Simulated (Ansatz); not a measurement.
# Phonons of ZnCd in the L11 ordering

The plan: relax ZnCd in the L11 ordering, check its phonons, and, if the lattice is stable, compute its Eliashberg function and ρ(T).

Method: DFT LDA, scalar-relativistic, plane waves, PAW, in Ansatz 0.2.0.

The structure was built from a prototype and need not be the compound's stable phase.

## (1) Starting point

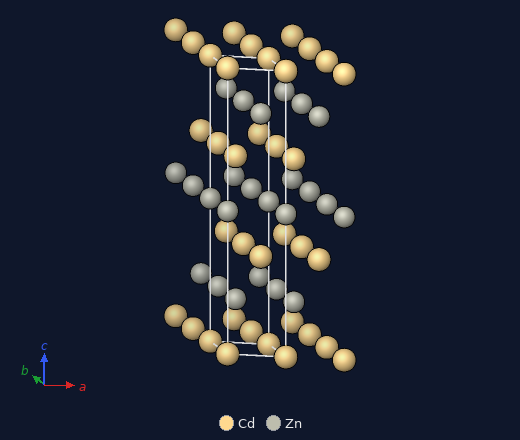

Start, viewed slightly off an axis; cadmium orange, zinc light grey. 2×3×1 cells are drawn. This picture shows the conventional cell, with its axes. Some periodic images of atoms are drawn too.

As a file:

```cif
data_structure
_symmetry_space_group_name_H-M 'R-3m:H'
_symmetry_Int_Tables_number 166
_cell_length_a 2.9616
_cell_length_b 2.9616
_cell_length_c 14.5090
_cell_angle_alpha 90.000
_cell_angle_beta 90.000
_cell_angle_gamma 120.000
_cell_volume 110.21
loop_
_atom_site_label
_atom_site_type_symbol
_atom_site_symmetry_multiplicity
_atom_site_Wyckoff_symbol
_atom_site_fract_x
_atom_site_fract_y
_atom_site_fract_z
_atom_site_occupancy
Cd1 Cd 3 a 0.00000 0.00000 0.00000 1
Zn1 Zn 3 b 0.66667 0.33333 0.83333 1
```

## (2) Relaxation

The structure is brought to rest under this functional.

input.yaml

```yaml
crystal:
  lattice:
    - [4.1884, 2.0942, 2.0942]
    - [2.0942, 4.1884, 2.0942]
    - [2.0942, 2.0942, 4.1884]
  atoms:
    - { symbol: Cd, position: [0.0, 0.0, 0.0] }
    - { symbol: Zn, position: [0.5, 0.5, 0.5] }
kpoints:
  mp_grid: { grid: [12, 12, 12] }
hamiltonian:
  xc: lda
scf:
  occupations: { method: gaussian, width: 0.1 }
output:
  forces: true
  stress: true
  eigenvalues: true
  write_density: true
  write_potential: true
  elf: true
  volumetric_format: npy
relax:
  adjacent_minimum: "off"
  f_tol: 0.005
  max_steps: 80
  cell: { stress_tol: 0.05 }
```

The run is started by

```bash
ansatz run input.yaml --threads 4 --pin off --max-ram 8192MiB --backend cpu --events-out ev --progress --plain --runs-dir out
```

Numbers of over 12 decimals in the logs are rounded to 6 here.

What it wrote:

```text
basis.fft_grid_basis auto: the FFT boxes are laid along the combinations [[1, -1, 0], [0, 1, 0], [0, -1, 1]] of the cell's own vectors, 2.962, 5.130 and 2.962 Å long. The dense box has 20×36×20 points. Along the cell's own vectors, as sized, it would have 36×36×36, 3.24 times as many. Of the 12 symmetry operations that the crystal satisfies within crystal.symmetry.tolerance (time reversal apart; of a slab, those that [...]
Engine: ansatz 0.2.0, aarch64-unknown-linux-gnu
Pseudopotentials: kind: paw
Pseudopotential: Cd, paw, valence charge 20, recommended cutoff 420 eV (normal), Cd.paw.azcp
Pseudopotential: Zn, paw, valence charge 12, recommended cutoff 420 eV (normal), Zn.paw.azcp
Functional definition: SPW92
  exchange = slater_x
  correlation = pw_c
Crystal: 2 atoms, lattice volume = 36.738 Å³
Basis set: ecut = 420 eV, 707 PW (Γ), FFT grids on a1−a2, a2, −a2+a3
Bands: 20, of which v1, the nominal top of the filled ones, is band 16 counted from 1 (15 counted from 0)
Symmetry: 12 space group operations
Space group: R-3m (ITA 166), of the structure as read, at distance tolerance 3.3e-5 Å
k-points: 189 of 1728
Non-local potential: Cd, projectors of the file, l = 0: 3, l = 1: 2, l = 2: 2, l = 3: 1
Non-local potential: Zn, projectors of the file, l = 0: 2, l = 1: 2, l = 2: 3, l = 3: 1
PAW form: soft (Blöchl's): semilocal exchange-correlation on the pseudo side does not see the compensation charge
PAW frozen core: Cd, regenerated for the run's functional, and the local potential with it (the file was generated under x = pbe(κ = 0.804, μ = 0.219515), c = pbe(β = 0.066725))
PAW frozen core: Zn, regenerated for the run's functional, and the local potential with it (the file was generated under x = pbe(κ = 0.804, μ = 0.219515), c = pbe(β = 0.066725))
PAW one-centre angular grid: Cd, 590 points (default); XC on 64 Gauss nodes
PAW one-centre angular grid: Zn, 590 points (default); XC on 64 Gauss nodes
Initial density: superposition of atomic densities (neutral atoms: chi_scale 0, normalization atom), corrected by the library's trained network
Initial wavefunctions: pseudopotential atomic-orbital guess
Functional: x = slater, c = lda
SCF iter   1: F=—  HF=-11363.868931 eV  |F-HF|=—  |Δ(HF+E_count)|=         —  Δρ=8.34e-3  dr2=1.61e-2  ethr=1.77e-3  ⟨swp⟩=5.3  Hψ=16088  notcnv=0
preconditioner: auto → Kerker (q_TF=auto, 2.666 Å⁻¹)  [metal: Δε(μ)=0.046 eV  Ē_g=12.745 eV  σ=0.100 eV  W_gap=0.24  n_scr=16 (ndim 8)  ℏωp=30.0 eV  f_vac=0.000  D(μ)=0.72/eV (n_scr^D=2)]
SCF iter   2: F=—  HF=-11363.864545 eV  |F-HF|=—  |Δ(HF+E_count)|=   4.39e-3  Δρ=2.70e-3  dr2=1.54e-3  ethr=5.04e-5  ⟨swp⟩=2.6  Hψ=8174  notcnv=0
SCF iter   3: F=—  HF=-11363.864252 eV  |F-HF|=—  |Δ(HF+E_count)|=   2.93e-4  Δρ=1.34e-3  dr2=2.15e-4  ethr=4.82e-6  ⟨swp⟩=2.0  Hψ=5812  notcnv=0
SCF iter   4: F=—  HF=-11363.864227 eV  |F-HF|=—  |Δ(HF+E_count)|=   2.51e-5  Δρ=4.87e-4  dr2=5.93e-5  ethr=6.72e-7  ⟨swp⟩=2.0  Hψ=4855  notcnv=0
SCF iter   5: F=—  HF=-11363.864217 eV  |F-HF|=—  |Δ(HF+E_count)|=   1.01e-5  Δρ=1.18e-4  dr2=5.51e-6  ethr=1.85e-7  ⟨swp⟩=2.0  Hψ=4976  notcnv=0
SCF iter   6: F=—  HF=-11363.864216 eV  |F-HF|=—  |Δ(HF+E_count)|=   7.21e-7  Δρ=2.34e-5  dr2=1.57e-7  ethr=1.72e-8  ⟨swp⟩=2.6  Hψ=6091  notcnv=0
SCF iter   7: F=-11363.864216 eV  HF=-11363.864216 eV  |F-HF|=1.23e-8  |Δ(HF+E_count)|=   1.09e-8  Δρ=6.39e-6  dr2=1.75e-8  ethr=3.13e-10  ⟨swp⟩=7.4  Hψ=22464  notcnv=0
SCF 1 converged in 7 iterations: F = -11363.864216 eV  dr2 = 1.75e-8
  greatest PAW one-centre occupation: 1.000 electrons in one spin orbital (limit 2), on the Cd atom at site 0 (counted from 0), in its partial waves of l = 0
relax step   1: F+E_penalty+E_count = -11363.86421579 eV  Δ(F+E_penalty+E_count) = +0.000e0 eV  max|allowed force component| = 9.256e-29 eV/Å  Δτ_max = 0.0000 Å  P = -4.695 GPa  Ω = 36.738 Å³  (7 SCF iters, dr2 threshold 1.00e-7 eV, accepted)
Crystal: 2 atoms, lattice volume = 33.237 Å³
Basis set: ecut = 420 eV, 663 PW (Γ), FFT grids on a1−a2, a2, −a2+a3
Initial density: handed on by an earlier stage of this run
Initial wavefunctions: those handed on with the density
iter 1 solved again at ethr=6.67e-5 eV; its pass at ethr=3.10e-3 eV (dr2=2.14e-2 eV) is discarded
SCF iter   1: F=—  HF=-11363.913033 eV  |F-HF|=—  |Δ(HF+E_count)|=         —  Δρ=8.14e-3  dr2=2.21e-2  ethr=6.67e-5  ⟨swp⟩=1.6  Hψ=23449  notcnv=0
preconditioner: auto → Kerker (q_TF=auto, 2.711 Å⁻¹)  [metal: Δε(μ)=0.013 eV  Ē_g=13.357 eV  σ=0.100 eV  W_gap=0.07  n_scr=16 (ndim 8)  ℏωp=31.6 eV  f_vac=0.000  D(μ)=0.86/eV (n_scr^D=2)]
SCF iter   2: F=—  HF=-11363.907337 eV  |F-HF|=—  |Δ(HF+E_count)|=   5.70e-3  Δρ=2.92e-3  dr2=4.62e-3  ethr=6.67e-5  ⟨swp⟩=2.7  Hψ=6409  notcnv=0
SCF iter   3: F=—  HF=-11363.905889 eV  |F-HF|=—  |Δ(HF+E_count)|=   1.45e-3  Δρ=2.23e-3  dr2=1.63e-3  ethr=1.44e-5  ⟨swp⟩=2.0  Hψ=5179  notcnv=0
SCF iter   4: F=—  HF=-11363.905327 eV  |F-HF|=—  |Δ(HF+E_count)|=   5.62e-4  Δρ=8.81e-4  dr2=2.78e-4  ethr=5.09e-6  ⟨swp⟩=2.1  Hψ=5391  notcnv=0
SCF iter   5: F=—  HF=-11363.905303 eV  |F-HF|=—  |Δ(HF+E_count)|=   2.45e-5  Δρ=3.29e-4  dr2=4.53e-5  ethr=8.68e-7  ⟨swp⟩=2.1  Hψ=5598  notcnv=0
SCF iter   6: F=—  HF=-11363.905282 eV  |F-HF|=—  |Δ(HF+E_count)|=   2.07e-5  Δρ=6.25e-5  dr2=3.07e-6  ethr=1.42e-7  ⟨swp⟩=1.8  Hψ=4151  notcnv=0
SCF iter   7: F=-11363.905282 eV  HF=-11363.905282 eV  |F-HF|=1.11e-7  |Δ(HF+E_count)|=   6.74e-8  Δρ=1.99e-5  dr2=1.69e-7  ethr=6.25e-10  ⟨swp⟩=7.8  Hψ=29636  notcnv=0
SCF 2 converged in 7 iterations: F = -11363.905282 eV  dr2 = 1.69e-7
relax step   2: F+E_penalty+E_count = -11363.90528195 eV  Δ(F+E_penalty+E_count) = -4.107e-2 eV  max|allowed force component| = 2.945e-29 eV/Å  Δτ_max = 0.0000 Å  P = +2.092 GPa  Ω = 33.237 Å³  energy of the carried Pulay correction = +7.909e-4 eV  (7 SCF iters, dr2 threshold 2.00e-7 eV, accepted)
Crystal: 2 atoms, lattice volume = 34.065 Å³
Basis set: ecut = 420 eV, 669 PW (Γ), FFT grids on a1−a2, a2, −a2+a3
iter 1 solved again at ethr=4.40e-6 eV; its pass at ethr=3.10e-3 eV (dr2=1.41e-3 eV) is discarded
SCF iter   1: F=—  HF=-11363.917572 eV  |F-HF|=—  |Δ(HF+E_count)|=         —  Δρ=2.15e-3  dr2=1.52e-3  ethr=4.40e-6  ⟨swp⟩=2.0  Hψ=24109  notcnv=0
preconditioner: auto → Kerker (q_TF=auto, 2.700 Å⁻¹)  [metal: Δε(μ)=0.028 eV  Ē_g=13.306 eV  σ=0.100 eV  W_gap=0.16  n_scr=14 (ndim 8)  ℏωp=31.2 eV  f_vac=0.000  D(μ)=0.88/eV (n_scr^D=2)]
SCF iter   2: F=—  HF=-11363.917204 eV  |F-HF|=—  |Δ(HF+E_count)|=   3.67e-4  Δρ=8.68e-4  dr2=3.26e-4  ethr=4.40e-6  ⟨swp⟩=2.6  Hψ=6308  notcnv=0
SCF iter   3: F=—  HF=-11363.917110 eV  |F-HF|=—  |Δ(HF+E_count)|=   9.48e-5  Δρ=6.16e-4  dr2=1.15e-4  ethr=1.02e-6  ⟨swp⟩=2.1  Hψ=5462  notcnv=0
SCF iter   4: F=—  HF=-11363.917059 eV  |F-HF|=—  |Δ(HF+E_count)|=   5.08e-5  Δρ=2.44e-4  dr2=1.66e-5  ethr=3.60e-7  ⟨swp⟩=2.2  Hψ=5326  notcnv=0
SCF iter   5: F=—  HF=-11363.917058 eV  |F-HF|=—  |Δ(HF+E_count)|=   1.05e-6  Δρ=8.46e-5  dr2=2.38e-6  ethr=5.18e-8  ⟨swp⟩=2.1  Hψ=5213  notcnv=0
SCF iter   6: F=-11363.917057 eV  HF=-11363.917057 eV  |F-HF|=9.52e-8  |Δ(HF+E_count)|=   6.43e-7  Δρ=1.47e-5  dr2=1.56e-7  ethr=6.25e-10  ⟨swp⟩=7.9  Hψ=29228  notcnv=0
SCF 3 converged in 6 iterations: F = -11363.917057 eV  dr2 = 1.56e-7
relax step   3: F+E_penalty+E_count = -11363.91705704 eV  Δ(F+E_penalty+E_count) = -1.178e-2 eV  max|allowed force component| = 5.049e-29 eV/Å  Δτ_max = 0.0000 Å  P = -0.015 GPa  Ω = 34.065 Å³  energy of the carried Pulay correction = +5.937e-4 eV  (6 SCF iters, dr2 threshold 2.00e-7 eV, accepted)
[...]
relax step   4: F+E_penalty+E_count = -11363.93393431 eV  Δ(F+E_penalty+E_count) = -1.688e-2 eV  max|allowed force component| = 5.680e-29 eV/Å  Δτ_max = 0.0000 Å  P = -3.413 GPa  Ω = 35.960 Å³  energy of the carried Pulay correction = +1.481e-4 eV  (7 SCF iters, dr2 threshold 2.00e-7 eV, accepted)
[...]
relax step   5: F+E_penalty+E_count = -11363.94739873 eV  Δ(F+E_penalty+E_count) = -1.346e-2 eV  max|allowed force component| = 4.418e-29 eV/Å  Δτ_max = 0.0000 Å  P = -1.759 GPa  Ω = 34.938 Å³  energy of the carried Pulay correction = +3.807e-4 eV  (6 SCF iters, dr2 threshold 2.00e-7 eV, accepted)
[...]
relax step   6: F+E_penalty+E_count = -11363.95370782 eV  Δ(F+E_penalty+E_count) = -6.309e-3 eV  max|allowed force component| = 5.049e-29 eV/Å  Δτ_max = 0.0000 Å  P = -0.043 GPa  Ω = 34.243 Å³  energy of the carried Pulay correction = +5.374e-4 eV  (6 SCF iters, dr2 threshold 2.00e-7 eV, accepted)
[...]
relax step   7: F+E_penalty+E_count = -11363.95371617 eV  Δ(F+E_penalty+E_count) = -8.353e-6 eV  max|allowed force component| = 3.366e-29 eV/Å  Δτ_max = 0.0000 Å  P = -0.004 GPa  Ω = 34.224 Å³  energy of the carried Pulay correction = +5.418e-4 eV  (5 SCF iters, dr2 threshold 7.37e-9 eV, accepted)
Initial wavefunctions: pseudopotential atomic-orbital guess (no wavefunctions were taken with the density)
iter 1 solved again at ethr=1.32e-8 eV; its pass at ethr=3.10e-3 eV (dr2=4.23e-6 eV) is discarded
SCF iter   1: F=—  HF=-11363.953238 eV  |F-HF|=—  |Δ(HF+E_count)|=         —  Δρ=2.65e-4  dr2=1.15e-6  ethr=1.32e-8  ⟨swp⟩=3.2  Hψ=27453  notcnv=0
preconditioner: auto → Kerker (q_TF=auto, 2.698 Å⁻¹)  [metal: Δε(μ)=0.022 eV  Ē_g=13.213 eV  σ=0.100 eV  W_gap=0.13  n_scr=14 (ndim 8)  ℏωp=31.1 eV  f_vac=0.000  D(μ)=0.47/eV (n_scr^D=2)]
SCF iter   2: F=—  HF=-11363.953251 eV  |F-HF|=—  |Δ(HF+E_count)|=   1.36e-5  Δρ=1.50e-4  dr2=1.09e-6  ethr=3.60e-9  ⟨swp⟩=2.5  Hψ=6412  notcnv=0
SCF iter   3: F=—  HF=-11363.953254 eV  |F-HF|=—  |Δ(HF+E_count)|=   2.80e-6  Δρ=5.51e-5  dr2=8.19e-8  ethr=3.39e-9  ⟨swp⟩=2.0  Hψ=4749  notcnv=0
SCF iter   4: F=—  HF=-11363.953255 eV  |F-HF|=—  |Δ(HF+E_count)|=   4.45e-7  Δρ=5.17e-6  dr2=6.49e-9  ethr=2.56e-10  ⟨swp⟩=2.1  Hψ=5666  notcnv=0
SCF iter   5: F=—  HF=-11363.953255 eV  |F-HF|=—  |Δ(HF+E_count)|=   3.98e-9  Δρ=2.24e-6  dr2=5.15e-10  ethr=2.03e-11  ⟨swp⟩=2.9  Hψ=6938  notcnv=0
SCF iter   6: F=—  HF=-11363.953255 eV  |F-HF|=—  |Δ(HF+E_count)|=   1.59e-9  Δρ=9.64e-7  dr2=6.29e-11  ethr=1.61e-12  ⟨swp⟩=2.0  Hψ=5456  notcnv=0
SCF iter   7: F=-11363.953255 eV  HF=-11363.953255 eV  |F-HF|=1.82e-12  |Δ(HF+E_count)|=  1.04e-10  Δρ=7.80e-8  dr2=2.21e-12  ethr=1.00e-12  ⟨swp⟩=5.0  Hψ=16112  notcnv=0
SCF 8 converged in 7 iterations: F = -11363.953255 eV  dr2 = 2.21e-12
relax step   8: F+E_penalty+E_count = -11363.95325473 eV  Δ(F+E_penalty+E_count) = +4.614e-4 eV  max|allowed force component| = 4.207e-29 eV/Å  Δτ_max = 0.0000 Å  P = -0.009 GPa  Ω = 34.224 Å³  stress off target by 1.49e-2 GPa  SCF on the basis re-selected at this cell (its energy is not comparable with the rows above)  (7 SCF iters)
basis re-selected at this cell: Δ(F+E_penalty+E_count) = +4.614e-4 eV, ΔP = -0.005 GPa vs the last step (what re-selecting the basis moved, of the pressure what is left beyond the Pulay correction that the steps carried, after the strain that the cell walked since its last selection, with what the two solves' SCF thresholds leave and, on support functions, any second-order correction that the steps lacked; it is no measure of the basis error at this ecutwfc). The dense FFT grid was sized anew with the basis: this SCF ran on 24×32×24 points, the steps before it on 20×36×20, so part of this shift can come from that change (see relax.cell in the input reference). [rest of the remark cut]
SCF converged after 7 iterations
Free energy (F): -11363.953255 eV
Harris-Foulkes:  -11363.953255 eV  (|F-HF|=1.82e-12)
Internal energy: -11363.950899 eV  (E = F + TS)
E sigma→0 (E₀):  -11363.952077 eV
Entropy (-TS):   -0.002356 eV (-1.178 meV/atom)
Fermi energy:    13.986478 eV
--- Per-component energies (eV) ---
  E_band       = -324.630702
  E_kinetic    = 638.079804
  E_local      = -4397.257261  (includes V_loc(G=0)·N_el)
  E_nonlocal   = 653.007928
  E_hartree    = 1995.539238
  E_xc         = -312.902210
  E_vxc        = -277.270818  (∫ρ·V_xc dr)
  E_paw        = -5699.274333  (= ΣΔE_a)
  E_vpaw       = -932.268500  (= ΣTr[D̂ρ^β])
  E_aug_tail   = -0.000358  (compensation charges beyond the density's cutoff)
  E_ewald      = -4243.467416
  E_core_change = 2.323710  (= ΣΔE_core)
  E_smearing   = -0.002356  (= −TS)
  E_closure    = -0.000000  (closes the sum)
  Σ components = -11363.953255   (vs F -11363.953255, Δ=0.00e0)
--- Forces (eV/Å), atoms counted from 1 ---
  atom   1  Cd     0.00000000     0.00000000     0.00000000
  atom   2  Zn     0.00000000    -0.00000000    -0.00000000
  max |Σ_I F_I| component: 5.05e-29 eV/Å
--- Stress (GPa, compression-positive) ---
       -0.009287      -0.002799      -0.002799
       -0.002799      -0.009287      -0.002799
       -0.002799      -0.002799      -0.009287
  P = ⅓ Tr σ = -0.0093 GPa (-0.093 kbar)
--- Band table (eV; the first three rows and the last of 189) ---
  k-point 0: bands = [... 12 lower, 6.5599, 6.8213, 6.8213, 11.9622, 14.4045, 25.9466, 25.9466, 27.1638]
  k-point 1: bands = [... 12 lower, 6.5791, 6.7589, 6.8083, 12.1456, 14.5993, 24.4030, 25.5096, 26.7803]
  k-point 2: bands = [... 12 lower, 6.6202, 6.6320, 6.7722, 12.6104, 15.2224, 21.5401, 24.6407, 25.2733]
  k-point 188: bands = [... 12 lower, 6.4697, 6.6382, 6.6585, 6.6585, 23.2553, 23.9539, 26.8786, 26.8786]
--- Relaxed structure (7 steps of the walk, 7 accepted, 1 SCFs on fresh bases) ---
  F+E_penalty+E_count = -11363.95325473 eV   max|allowed force component| = 4.207e-29 eV/Å   (the final SCF, on the basis selected at the relaxed cell)
  cell:  # Å, volume = 34.2237 Å³
    - [3.945829, 1.822487, 1.822487]
    - [1.822487, 3.945829, 1.822487]
    - [1.822487, 1.822487, 3.945829]
  atoms:
    - { symbol: Cd, position: [0, 0, 0] }
    - { symbol: Zn, position: [0.500000, 0.500000, 0.500000] }
```

Elapsed: 15 s, on 4 threads of Arm Neoverse V2, shared host; peak memory 0.44 GiB; 59 s of CPU time.

Relaxation path:

```
step  energy less that of the first step (eV)  largest force component (eV/Å)  pressure (GPa)  volume (Å³)
   1                                   0.0000                          0.0000           -4.70        36.74
   2                                  -0.0411                          0.0000            2.09        33.24
   3                                  -0.0528                          0.0000           -0.01        34.07
   4                                  -0.0697                          0.0000           -3.41        35.96
   5                                  -0.0832                          0.0000           -1.76        34.94
   6                                  -0.0895                          0.0000           -0.04        34.24
   7                                  -0.0895                          0.0000            0.00        34.22
  8*                                  -0.0890                          0.0000           -0.01        34.22
```

Relaxation steps marked * repeat the geometry before them on a plane-wave basis chosen anew for their cell, so energy and pressure can jump there.

Forces are held to the 12 operations that the run works with; a distortion that breaks them can't arise in this run.

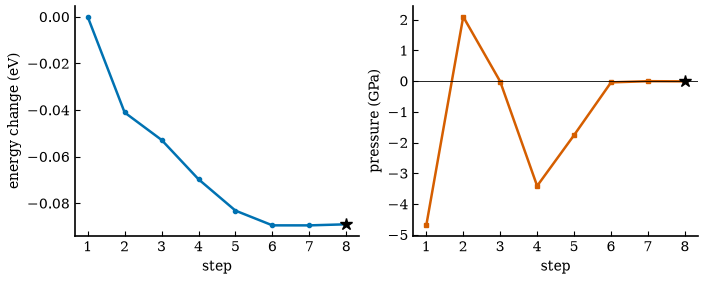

Energy and pressure along the relaxation. Stars mark steps on a basis chosen anew.

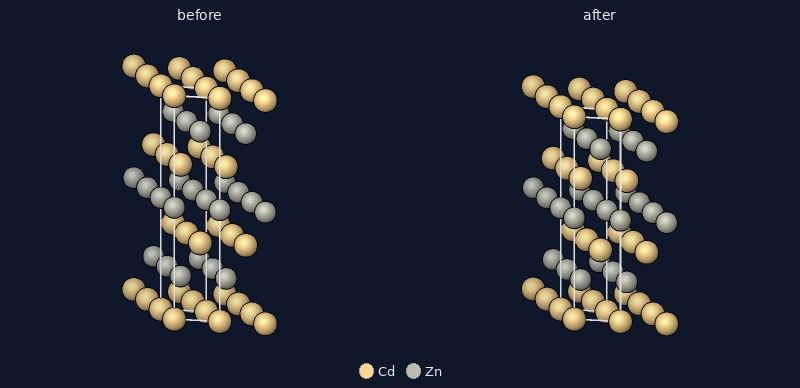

Before and after, at one scale.

```
conventional cell, symmetrised  before   after  change
                         a (Å)   2.962   3.003  +1.4 %
                         b (Å)   2.962   3.003  +1.4 %
                         c (Å)  14.509  13.148  -9.4 %
              volume (Å³/atom)   18.37   17.11  -6.8 %
```

The relaxed structure:

```xyz
2
Lattice="3.9458 1.8225 1.8225 1.8225 3.9458 1.8225 1.8225 1.8225 3.9458" Properties=species:S:1:pos:R:3 pbc="T T T"
Cd    0.0000    0.0000    0.0000
Zn    3.7954    3.7954    3.7954
```

Numbers from this step:

```
pressure          : -0.009287 GPa
volume per atom   : 17.11 Å³
metallic on mesh  : yes
gap on the k-mesh : 0 eV
```

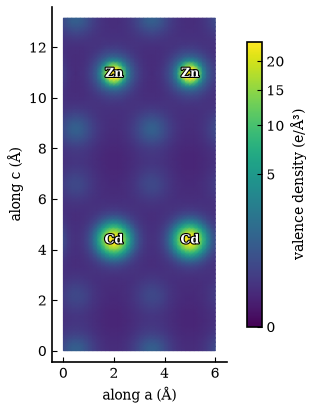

Valence density in the ac plane of the conventional cell at fractional y = 0.333, with atoms of Cd and Zn within 0.2 Å of it. It is the smooth field of the valence electrons, not physical close to the nuclei. The colour scale is stretched toward low values.

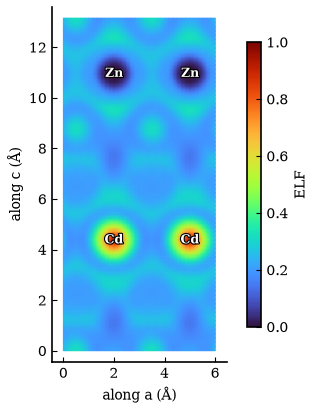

ELF in the ac plane of the conventional cell at fractional y = 0.333, with atoms of Cd and Zn within 0.2 Å of it. It is the smooth field of the valence electrons, not physical close to the nuclei.

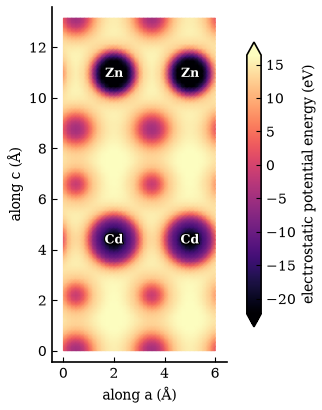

Electrostatic potential energy in the ac plane of the conventional cell at fractional y = 0.333, with atoms of Cd and Zn within 0.2 Å of it. With pseudopotentials it is smooth inside the atoms' cores, unlike the true potential.

The largest force is now zero by symmetry and the largest stress component 0.0093 GPa.

(Part 1 of 2 ends here.)

[Logs are printed without paths, hosts, clocks, repeated set-up lines and the standing remarks that a program may print on its own settings, such as how far it seeks lower states.]

[Hosts, paths, dates, database ids (printed as entryN), source tags and the programs' standing remarks are cut or masked in the printed files.]
